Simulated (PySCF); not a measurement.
**C4H8Ge: electronic excitations at several levels of theory**

Aim: compute the electronic excitations of C4H8Ge (`CC#C[CH2][GeH3]`) at several levels, and see how far they spread and what each costs.

The runs use PySCF 2.14.0, with density-fitted response routines of our own; the level of theory stands in each step. All values are computed, except where a source is named. Atoms count from 0, in the outputs and in this text.

## Step 1: The molecule as given

13 atoms, charge 0, multiplicity 1; geometry from: GFN2-xTB. The atoms were then displaced at random by about 0.01 Å, so the start is not that level's minimum.

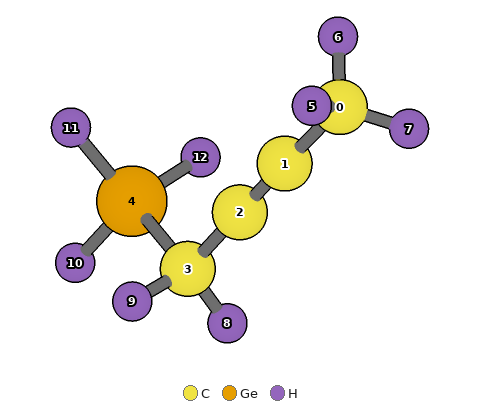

As it starts; carbon yellow, germanium amber, hydrogen purple, atoms numbered.

## Step 2: Geometry optimisation at PBE0-D3(BJ)/def2-SVP

What the job is given:

```
{"job": {"xc": "PBE0", "basis": "def2-SVP", "d3": "d3bj", "grid": 1, "shake": 0.01, "kind": "geom"}, "charge": 0, "multiplicity": 1}
C      2.741990     0.632410    -0.265430
C      1.430600     0.068910     0.049520
C      0.361840    -0.428930     0.319500
C     -0.870110    -1.004700     0.640620
Ge    -2.402330     0.116640    -0.006760
H      3.278520     0.859480     0.641720
H      2.590240     1.594570    -0.805220
H      3.311910    -0.017620    -0.902270
H     -0.981640    -1.991120     0.203570
H     -0.993320    -1.138740     1.736870
H     -3.723860    -0.509900     0.357470
H     -2.357940     1.483890     0.629410
H     -2.380070     0.318230    -1.487900
```

On the command line:

```bash
$ OMP_NUM_THREADS=1 python probes_run.py task.json out
```

This one command runs all jobs of the session in turn.

What it wrote:

```text
step   0  E = -2233.34360939  max force = 0.041214
step   1  E = -2233.34904486  max force = 0.009666
step   2  E = -2233.34941631  max force = 0.003307
step   3  E = -2233.34944867  max force = 0.000751
step   4  E = -2233.34945579  max force = 0.000410
optimisation converged
```

Run time: 49 s. Hardware: 1 thread of Arm Neoverse N1, shared host; peak memory 0.52 GiB.

The steps of the relaxation:

```csv
step,energy from step 0 (eV),largest force component (eV/Å)
0,0.0000,2.1193
1,-0.1479,0.4970
2,-0.1580,0.1701
3,-0.1589,0.0386
4,-0.1591,0.0211
```

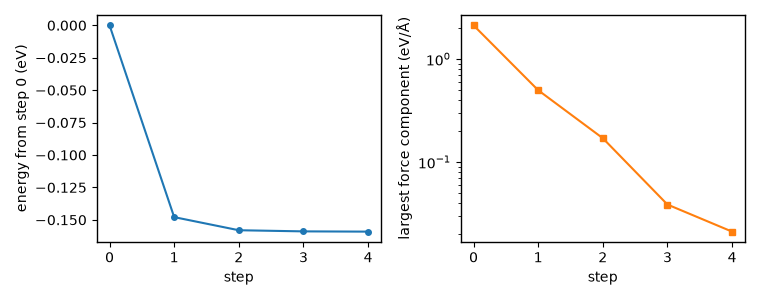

Energy and largest force along the relaxation.

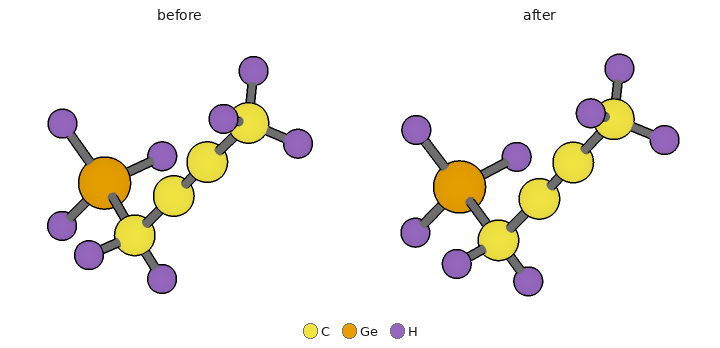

The geometry before (left) and after (right).

Distances of close pairs at the start and the end, largest changes first:

```csv
bond,before (Å),after (Å),change (Å)
C2–C3,1.397,1.449,+0.052
Ge4–H12,1.495,1.538,+0.043
Ge4–H10,1.507,1.542,+0.035
C3–Ge4,2.006,1.975,-0.032
Ge4–H11,1.509,1.538,+0.029
C0–H7,1.074,1.101,+0.028
C0–H5,1.078,1.101,+0.023
C3–H8,1.085,1.103,+0.018
```

The end geometry stands in the next job.

```csv
at the end point,value
point group (found at 0.08 Å tolerance),C1
"rotational constants (GHz, main isotopes)","10.834, 1.073, 1.001"
dipole moment (D),0.42
```

## Step 3: Excited states and response: PBE/def2-SVPD

What the job is given:

```
{"job": {"kind": "uv", "xc": "PBE", "basis": "def2-SVPD", "ip": true}, "charge": 0, "multiplicity": 1}
C      2.357812     0.631066    -0.328347
C      1.106815    -0.012732     0.039788
C      0.067007    -0.555033     0.351971
C     -1.199583    -1.162579     0.707669
Ge    -2.712800     0.027290     0.268152
H      2.951673     0.885030     0.563825
H      2.180464     1.563822    -0.887032
H      2.973926    -0.025899    -0.962219
H     -1.349394    -2.113953     0.170879
H     -1.244852    -1.390212     1.785468
H     -4.036531    -0.645282     0.685555
H     -2.550603     1.356380     1.024944
H     -2.727863     0.292788    -1.246658
```

Method: TDDFT PBE/def2-SVPD, vertical, gas phase, core orbitals frozen in the response.

What it wrote:

```text
coarse grid: 47912 points
cycle   1  E = -2233.1775754738  dE = -3.384e-01  |g| = 6.901e-01  |ddm| = 8.885e+00
cycle   2  E = -2233.0750533573  dE =  1.025e-01  |g| = 9.575e-01  |ddm| = 3.130e+00
cycle   3  E = -2233.2652269526  dE = -1.902e-01  |g| = 8.697e-02  |ddm| = 2.476e+00
cycle   4  E = -2233.2677279684  dE = -2.501e-03  |g| = 2.793e-02  |ddm| = 5.103e-01
cycle   5  E = -2233.2679038311  dE = -1.759e-04  |g| = 9.682e-03  |ddm| = 5.017e-02
cycle   6  E = -2233.2679152117  dE = -1.138e-05  |g| = 7.197e-03  |ddm| = 4.054e-02
cycle   7  E = -2233.2679282880  dE = -1.308e-05  |g| = 1.395e-03  |ddm| = 1.066e-02
cycle   8  E = -2233.2679287819  dE = -4.938e-07  |g| = 2.677e-04  |ddm| = 3.920e-03
final grid: 100848 points
cycle   9  E = -2233.2679332680  dE = -3.506e-08  |g| = 3.852e-04  |ddm| = 1.129e-02
cycle  10  E = -2233.2679332050  dE =  6.301e-08  |g| = 6.154e-04  |ddm| = 2.182e-03
cycle  11  E = -2233.2679333088  dE = -1.038e-07  |g| = 6.036e-05  |ddm| = 1.330e-03
cycle  12  E = -2233.2679333095  dE = -7.467e-10  |g| = 2.530e-05  |ddm| = 1.008e-04
converged SCF energy = -2233.2679333095

Static polarisability (au): isotropic 86.451, principal 65.691 72.404 121.259

Singlet excitations
state   eV       nm        f      main configurations
  1   5.4664    226.8   0.01356   H->L 0.89, H->L+1 0.11
  2   5.6965    217.6   0.00078   H-1->L 0.99
  3   5.8130    213.3   0.12587   H->L+1 0.78, H->L 0.08
  4   5.8643    211.4   0.00008   H-1->L+1 0.98
  5   6.0956    203.4   0.00018   H->L+2 0.96
  6   6.1106    202.9   0.00705   H->L+3 0.96
  7   6.3673    194.7   0.00020   H-1->L+3 0.92
  8   6.3851    194.2   0.00328   H->L+4 0.69, H-1->L+2 0.22
  9   6.6128    187.5   0.00028   H-1->L+4 0.93
 10   6.7085    184.8   0.00129   H->L+5 0.93

Triplet excitations (Tamm-Dancoff, eV): 5.0100 5.3853 5.4565 5.5206
Vertical ionisation energy (delta-SCF) = 8.7287 eV
```

Run time: 1.9 min. Hardware: 1 thread of Arm Neoverse N1, shared host; peak memory 0.64 GiB.

Frontier orbitals and where they lie:

```csv
orbital,eV,atoms
HOMO−3,-8.08,"Ge4 40 %, H10 26 %, H12 13 %"
HOMO−2,-8.06,"Ge4 40 %, H11 25 %, H12 23 %"
HOMO−1,-6.05,"C2 38 %, C1 37 %, C3 8 %"
HOMO,-5.77,"C1 34 %, C2 32 %, C3 10 %"
LUMO,-0.36,"Ge4 37 %, H10 11 %, C3 9 %"
LUMO+1,-0.21,"Ge4 26 %, C3 14 %, C2 12 %"
LUMO+2,0.26,"C1 22 %, C2 20 %, C3 12 %"
```

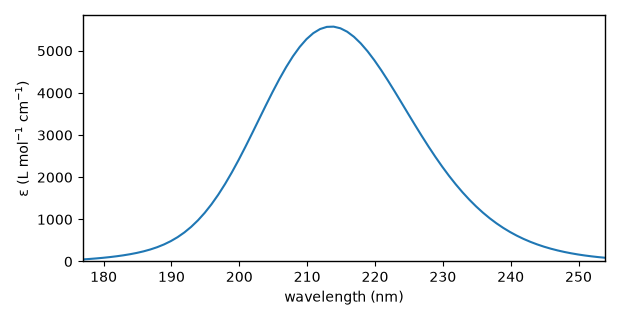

Absorption spectrum: each of the 10 states is a Gaussian band of 0.4 eV half-width at 1/e. Beyond the last state computed it falls off for lack of states.

Ground-state properties from the same run:

```csv
property,computed
dipole moment (D),0.49
polarisability (Å³),12.81
HOMO–LUMO gap (eV),5.41
−ε(HOMO) (eV),5.77
```

## Step 4: Ultraviolet spectrum: B3LYP/def2-SVPD

The job, as its differences from that of step 3:

```diff
@@ -1,2 +1,2 @@
-{"job": {"kind": "uv", "xc": "PBE", "basis": "def2-SVPD", "ip": true}, "charge": 0, "multiplicity": 1}
+{"job": {"kind": "uv", "xc": "B3LYP", "basis": "def2-SVPD", "ip": true}, "charge": 0, "multiplicity": 1}
 C      2.357812     0.631066    -0.328347
```

Method: TDDFT B3LYP/def2-SVPD, vertical, gas phase, core orbitals frozen in the response.

What it wrote:

```text
coarse grid: 47912 points
cycle   1  E = -2233.8041900348  dE = -2.915e-01  |g| = 5.375e-01  |ddm| = 9.265e+00
cycle   2  E = -2233.7885009094  dE =  1.569e-02  |g| = 6.091e-01  |ddm| = 2.308e+00
cycle   3  E = -2233.8572107955  dE = -6.871e-02  |g| = 3.606e-02  |ddm| = 1.253e+00
cycle   4  E = -2233.8575190223  dE = -3.082e-04  |g| = 1.391e-02  |ddm| = 2.280e-01
cycle   5  E = -2233.8575536475  dE = -3.463e-05  |g| = 8.400e-03  |ddm| = 4.930e-02
cycle   6  E = -2233.8575691395  dE = -1.549e-05  |g| = 3.518e-03  |ddm| = 2.042e-02
cycle   7  E = -2233.8575721409  dE = -3.001e-06  |g| = 3.011e-04  |ddm| = 7.176e-03
final grid: 100848 points
cycle   8  E = -2233.8575618020  dE = -1.355e-08  |g| = 4.486e-04  |ddm| = 7.579e-03
cycle   9  E = -2233.8575616659  dE =  1.360e-07  |g| = 8.742e-04  |ddm| = 2.807e-03
cycle  10  E = -2233.8575618464  dE = -1.805e-07  |g| = 1.541e-04  |ddm| = 1.388e-03
cycle  11  E = -2233.8575618529  dE = -6.511e-09  |g| = 1.193e-05  |ddm| = 2.852e-04
cycle  12  E = -2233.8575618530  dE = -3.638e-11  |g| = 1.958e-06  |ddm| = 6.571e-05
converged SCF energy = -2233.8575618530

Static polarisability (au): isotropic 83.880, principal 64.621 70.942 116.077

Singlet excitations
state   eV       nm        f      main configurations
  1   5.9153    209.6   0.01210   H->L 0.90, H->L+1 0.09
  2   6.1526    201.5   0.00103   H-1->L 0.47, H->L+3 0.22, H-1->L+1 0.15
  3   6.2017    199.9   0.11399   H->L+1 0.73, H-1->L+3 0.14
  4   6.2427    198.6   0.00109   H-1->L 0.42, H->L+3 0.42
  5   6.3152    196.3   0.00085   H-1->L+1 0.65, H->L+3 0.23
  6   6.5518    189.2   0.00291   H->L+2 0.95
  7   6.7369    184.0   0.02788   H->L+4 0.59, H-1->L+3 0.18, H->L+1 0.10
  8   6.8551    180.9   0.00006   H-1->L+2 0.97
  9   7.0880    174.9   0.00017   H-1->L+4 0.78, H-1->L+1 0.10
 10   7.2714    170.5   0.00169   H->L+5 0.86, H->L+3 0.10

Triplet excitations (Tamm-Dancoff, eV): 5.1716 5.6421 5.6500 5.8127
Vertical ionisation energy (delta-SCF) = 8.8939 eV
```

Run time: 95 s. Hardware: 1 thread of Arm Neoverse N1, shared host; peak memory 0.82 GiB.

Key values: HOMO -6.70 eV, LUMO 0.04 eV; lowest singlet 5.92 eV.

## Step 5: TDDFT and polarisability: PBE0/def2-SVPD

The job, as its differences from that of step 4:

```diff
@@ -1,2 +1,2 @@
-{"job": {"kind": "uv", "xc": "B3LYP", "basis": "def2-SVPD", "ip": true}, "charge": 0, "multiplicity": 1}
+{"job": {"kind": "uv", "xc": "PBE0", "basis": "def2-SVPD", "ip": true}, "charge": 0, "multiplicity": 1}
 C      2.357812     0.631066    -0.328347
```

Method: TDDFT PBE0/def2-SVPD, vertical, gas phase, core orbitals frozen in the response.

What it wrote:

```text
coarse grid: 47912 points
cycle   1  E = -2233.3067153956  dE = -2.861e-01  |g| = 4.689e-01  |ddm| = 7.115e+00
cycle   2  E = -2233.3041000880  dE =  2.615e-03  |g| = 4.930e-01  |ddm| = 1.912e+00
cycle   3  E = -2233.3476161106  dE = -4.352e-02  |g| = 2.975e-02  |ddm| = 9.459e-01
cycle   4  E = -2233.3477922210  dE = -1.761e-04  |g| = 9.564e-03  |ddm| = 1.235e-01
cycle   5  E = -2233.3478098775  dE = -1.766e-05  |g| = 4.540e-03  |ddm| = 3.840e-02
cycle   6  E = -2233.3478139536  dE = -4.076e-06  |g| = 2.325e-03  |ddm| = 1.232e-02
final grid: 100848 points
cycle   7  E = -2233.3478154301  dE =  5.444e-06  |g| = 5.206e-03  |ddm| = 1.222e-02
cycle   8  E = -2233.3477865934  dE =  2.884e-05  |g| = 1.187e-02  |ddm| = 2.163e-02
cycle   9  E = -2233.3478222533  dE = -3.566e-05  |g| = 2.143e-04  |ddm| = 1.503e-02
cycle  10  E = -2233.3478222631  dE = -9.845e-09  |g| = 1.289e-05  |ddm| = 3.019e-04
cycle  11  E = -2233.3478222632  dE = -2.910e-11  |g| = 2.941e-06  |ddm| = 3.525e-05
converged SCF energy = -2233.3478222632

Static polarisability (au): isotropic 82.917, principal 63.932 70.083 114.736

Singlet excitations
state   eV       nm        f      main configurations
  1   6.1643    201.1   0.00838   H->L 0.88, H->L+1 0.09
  2   6.2546    198.2   0.00022   H->L+3 0.51, H-1->L+1 0.17, H->L+5 0.09
  3   6.3973    193.8   0.10718   H->L+1 0.65, H-1->L+3 0.19
  4   6.4485    192.3   0.00049   H-1->L 0.43, H->L+3 0.28, H-1->L+1 0.12
  5   6.5214    190.1   0.00209   H-1->L+1 0.51, H-1->L 0.39
  6   6.8347    181.4   0.00123   H->L+2 0.87
  7   6.9819    177.6   0.05126   H->L+4 0.53, H->L+1 0.16, H-1->L+3 0.12
  8   7.1639    173.1   0.00009   H-1->L+2 0.95
  9   7.3552    168.6   0.00023   H-1->L+4 0.72, H-1->L+1 0.15
 10   7.5071    165.2   0.00238   H->L+5 0.83, H->L+3 0.13

Triplet excitations (Tamm-Dancoff, eV): 5.1383 5.6462 5.6476 6.0289
Vertical ionisation energy (delta-SCF) = 8.8851 eV
```

Wall time 97 s (1 thread of Arm Neoverse N1, shared host); peak memory 0.82 GiB.

In short: HOMO -6.91 eV, LUMO 0.32 eV; lowest singlet 6.16 eV.

## Step 6: TDDFT and polarisability: BHandHLYP/def2-SVPD

The job, as its differences from that of step 5:

```diff
@@ -1,2 +1,2 @@
-{"job": {"kind": "uv", "xc": "PBE0", "basis": "def2-SVPD", "ip": true}, "charge": 0, "multiplicity": 1}
+{"job": {"kind": "uv", "xc": "BHandHLYP", "basis": "def2-SVPD", "ip": true}, "charge": 0, "multiplicity": 1}
 C      2.357812     0.631066    -0.328347
```

With the program's defaults for keys left out, this is: TDDFT BHandHLYP/def2-SVPD, vertical, gas phase, core orbitals frozen in the response.

What it wrote:

```text
coarse grid: 47912 points
cycle   1  E = -2233.6480154998  dE = -1.951e-01  |g| = 3.747e-01  |ddm| = 7.037e+00
cycle   2  E = -2233.6666078369  dE = -1.859e-02  |g| = 2.909e-01  |ddm| = 1.828e+00
cycle   3  E = -2233.6795511228  dE = -1.294e-02  |g| = 3.305e-02  |ddm| = 5.259e-01
cycle   4  E = -2233.6797364383  dE = -1.853e-04  |g| = 8.703e-03  |ddm| = 1.178e-01
cycle   5  E = -2233.6797521406  dE = -1.570e-05  |g| = 3.901e-03  |ddm| = 3.082e-02
cycle   6  E = -2233.6797553147  dE = -3.174e-06  |g| = 1.671e-03  |ddm| = 1.044e-02
final grid: 100848 points
cycle   7  E = -2233.6797491081  dE =  1.007e-06  |g| = 2.629e-03  |ddm| = 6.915e-03
cycle   8  E = -2233.6797462140  dE =  2.894e-06  |g| = 4.304e-03  |ddm| = 9.057e-03
cycle   9  E = -2233.6797508332  dE = -4.619e-06  |g| = 1.044e-04  |ddm| = 5.591e-03
cycle  10  E = -2233.6797508358  dE = -2.551e-09  |g| = 5.326e-06  |ddm| = 2.015e-04
cycle  11  E = -2233.6797508358  dE = -2.001e-11  |g| = 3.248e-06  |ddm| = 3.821e-05
converged SCF energy = -2233.6797508358

Static polarisability (au): isotropic 80.540, principal 62.871 68.679 110.069

Singlet excitations
state   eV       nm        f      main configurations
  1   6.2773    197.5   0.00009   H->L+3 0.35, H->L+6 0.29
  2   6.4893    191.1   0.03007   H->L 0.67
  3   6.5466    189.4   0.02404   H->L+1 0.43, H->L 0.11, H-1->L+3 0.10
  4   6.5793    188.4   0.00010   H-1->L+4 0.19, H-1->L+1 0.17, H-1->L+8 0.11
  5   6.8792    180.2   0.00519   H-1->L 0.62, H-1->L+1 0.29
  6   7.2792    170.3   0.00511   H->L+2 0.83
  7   7.4450    166.5   0.14519   H->L+1 0.41, H->L+4 0.18, H->L 0.13
  8   7.6721    161.6   0.00000   H-1->L+2 0.91
  9   7.9654    155.7   0.00035   H-1->L+1 0.39, H-1->L+4 0.30, H-1->L 0.17
 10   8.0920    153.2   0.14241   H->L+4 0.50, H->L+5 0.26

Triplet excitations (Tamm-Dancoff, eV): 5.1967 5.7321 5.7336 6.3536
Vertical ionisation energy (delta-SCF) = 8.8703 eV
```

It took 87 s on 1 thread of Arm Neoverse N1, shared host; peak memory 0.82 GiB.

Key values: HOMO -7.92 eV, LUMO 0.82 eV; lowest singlet 6.28 eV.

## Step 7: Ultraviolet spectrum: CAM-B3LYP/def2-SVPD

The job, as its differences from that of step 6:

```diff
@@ -1,2 +1,2 @@
-{"job": {"kind": "uv", "xc": "BHandHLYP", "basis": "def2-SVPD", "ip": true}, "charge": 0, "multiplicity": 1}
+{"job": {"kind": "uv", "xc": "CAM-B3LYP", "basis": "def2-SVPD", "ip": true}, "charge": 0, "multiplicity": 1}
 C      2.357812     0.631066    -0.328347
```

With the program's defaults for keys left out, this is: TDDFT CAM-B3LYP/def2-SVPD, vertical, gas phase, core orbitals frozen in the response.

What it wrote:

```text
coarse grid: 47912 points
cycle   1  E = -2233.7905585490  dE = -2.145e-01  |g| = 4.564e-01  |ddm| = 8.918e+00
cycle   2  E = -2233.8039194800  dE = -1.336e-02  |g| = 4.202e-01  |ddm| = 2.228e+00
cycle   3  E = -2233.8265809546  dE = -2.266e-02  |g| = 2.872e-02  |ddm| = 6.574e-01
cycle   4  E = -2233.8266992684  dE = -1.183e-04  |g| = 1.197e-02  |ddm| = 1.364e-01
cycle   5  E = -2233.8267351920  dE = -3.592e-05  |g| = 3.068e-03  |ddm| = 5.123e-02
cycle   6  E = -2233.8267367852  dE = -1.593e-06  |g| = 1.919e-03  |ddm| = 1.688e-02
final grid: 100848 points
cycle   7  E = -2233.8267270203  dE =  1.630e-06  |g| = 3.246e-03  |ddm| = 7.639e-03
cycle   8  E = -2233.8267221049  dE =  4.915e-06  |g| = 5.556e-03  |ddm| = 1.112e-02
cycle   9  E = -2233.8267295715  dE = -7.467e-06  |g| = 5.983e-05  |ddm| = 6.959e-03
cycle  10  E = -2233.8267295724  dE = -9.122e-10  |g| = 6.502e-06  |ddm| = 1.402e-04
converged SCF energy = -2233.8267295724

Static polarisability (au): isotropic 81.987, principal 64.017 69.919 112.025

Singlet excitations
state   eV       nm        f      main configurations
  1   6.3063    196.6   0.00010   H->L+3 0.43, H->L+6 0.15, H->L+5 0.13
  2   6.3699    194.6   0.00849   H->L 0.71, H->L+1 0.19
  3   6.5230    190.1   0.05721   H->L+1 0.33, H-1->L+3 0.18, H->L+4 0.12
  4   6.5738    188.6   0.00010   H-1->L+4 0.20, H-1->L 0.17, H-1->L+1 0.15
  5   6.7290    184.3   0.00497   H-1->L 0.49, H-1->L+1 0.40
  6   7.1689    172.9   0.00488   H->L+2 0.81
  7   7.3565    168.5   0.13009   H->L+1 0.33, H->L+4 0.23, H->L 0.14
  8   7.5546    164.1   0.00003   H-1->L+2 0.90
  9   7.8693    157.6   0.00079   H-1->L+4 0.39, H-1->L+1 0.29, H-1->L 0.20
 10   7.9608    155.7   0.13379   H->L+4 0.41, H->L+5 0.28, H->L+6 0.09

Triplet excitations (Tamm-Dancoff, eV): 5.2606 5.7509 5.7526 6.2297
Vertical ionisation energy (delta-SCF) = 9.0051 eV
```

It took 1.8 min on 1 thread of Arm Neoverse N1, shared host; peak memory 0.99 GiB.

Key values: HOMO -8.20 eV, LUMO 0.95 eV; lowest singlet 6.31 eV.

## Step 8: TDDFT and polarisability: wB97X-D/def2-SVPD

The job, as its differences from that of step 7:

```diff
@@ -1,2 +1,2 @@
-{"job": {"kind": "uv", "xc": "CAM-B3LYP", "basis": "def2-SVPD", "ip": true}, "charge": 0, "multiplicity": 1}
+{"job": {"kind": "uv", "xc": "wB97X-D", "basis": "def2-SVPD", "ip": true}, "charge": 0, "multiplicity": 1}
 C      2.357812     0.631066    -0.328347
```

Level: TDDFT wB97X-D/def2-SVPD, vertical, gas phase, core orbitals frozen in the response.

What it wrote:

```text
coarse grid: 47912 points
cycle   1  E = -2233.7814321333  dE = -2.099e-01  |g| = 4.190e-01  |ddm| = 7.369e+00
cycle   2  E = -2233.7987789417  dE = -1.735e-02  |g| = 3.595e-01  |ddm| = 1.718e+00
cycle   3  E = -2233.8146853860  dE = -1.591e-02  |g| = 3.168e-02  |ddm| = 5.863e-01
cycle   4  E = -2233.8148606861  dE = -1.753e-04  |g| = 1.227e-02  |ddm| = 1.845e-01
cycle   5  E = -2233.8149025108  dE = -4.182e-05  |g| = 3.441e-03  |ddm| = 5.521e-02
cycle   6  E = -2233.8149048811  dE = -2.370e-06  |g| = 2.051e-03  |ddm| = 1.716e-02
final grid: 100848 points
cycle   7  E = -2233.8144919122  dE = -2.936e-07  |g| = 3.072e-03  |ddm| = 3.383e-02
cycle   8  E = -2233.8144891382  dE =  2.774e-06  |g| = 4.601e-03  |ddm| = 1.068e-02
cycle   9  E = -2233.8144941812  dE = -5.043e-06  |g| = 1.232e-04  |ddm| = 6.224e-03
cycle  10  E = -2233.8144941853  dE = -4.082e-09  |g| = 3.448e-05  |ddm| = 4.476e-04
cycle  11  E = -2233.8144941858  dE = -5.211e-10  |g| = 9.747e-06  |ddm| = 2.316e-04
converged SCF energy = -2233.8144941858

Static polarisability (au): isotropic 81.984, principal 64.169 69.947 111.837

Singlet excitations
state   eV       nm        f      main configurations
  1   6.3554    195.1   0.00009   H->L+3 0.51, H->L+5 0.22
  2   6.5717    188.7   0.03942   H->L 0.53, H->L+4 0.12, H-1->L+3 0.12
  3   6.6130    187.5   0.01785   H->L+1 0.57, H-1->L+3 0.12
  4   6.6524    186.4   0.00007   H-1->L+4 0.25, H-1->L+1 0.17, H-1->L 0.14
  5   6.9318    178.9   0.00885   H-1->L+1 0.43, H-1->L 0.42
  6   7.4690    166.0   0.01424   H->L+2 0.65, H->L 0.18
  7   7.6305    162.5   0.16936   H->L+1 0.25, H->L+2 0.23, H->L+4 0.22
  8   7.8930    157.1   0.00003   H-1->L+2 0.85
  9   8.1348    152.4   0.16336   H->L+6 0.38, H->L+4 0.32
 10   8.1643    151.9   0.00439   H-1->L+4 0.44, H-1->L 0.24, H-1->L+1 0.18

Triplet excitations (Tamm-Dancoff, eV): 5.3426 5.8813 5.8874 6.4314
Vertical ionisation energy (delta-SCF) = 8.9601 eV
```

Run time: 1.7 min. Hardware: 1 thread of Arm Neoverse N1, shared host; peak memory 0.91 GiB.

Key values: HOMO -8.72 eV, LUMO 1.83 eV; lowest singlet 6.36 eV.

[end of part 1 of 2]
